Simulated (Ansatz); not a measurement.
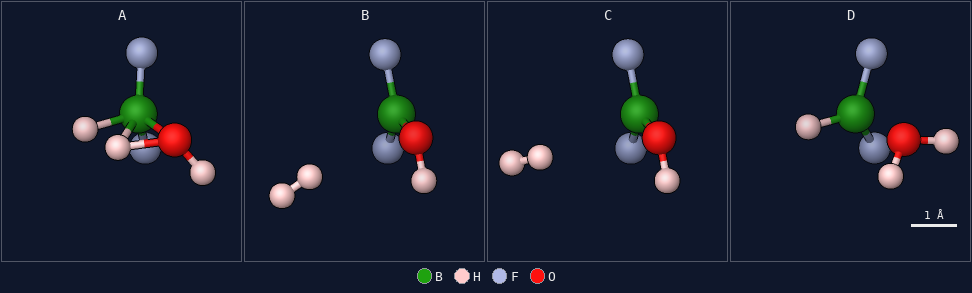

4 geometries from a converged minimum-energy path of BH$_{3}$OF$_{2}$, shuffled. The picture is a ball-and-stick view, seen from a free direction.

These are results of Ansatz, UKS PBE-D4/6-31G, not measurements. Set-up: 7 movable images; climbing image; force threshold 0.03 eV/Å; iteration limit 60; starting path through a guess of the saddle point.

### Which frame is the transition state?

A. In order along the path, whose images run from 0 to 8: D (image 2, +5.2 kJ/mol), A (image 4, +123.9 kJ/mol), C (image 7, −50.8 kJ/mol), B (image 8, −51.2 kJ/mol). Breaking: B–H (1.20 → 3.68 Å), H–O (0.99 → 2.64 Å). Forming: B–O (1.77 → 1.37 Å), H–H (2.99 → 0.75 Å).
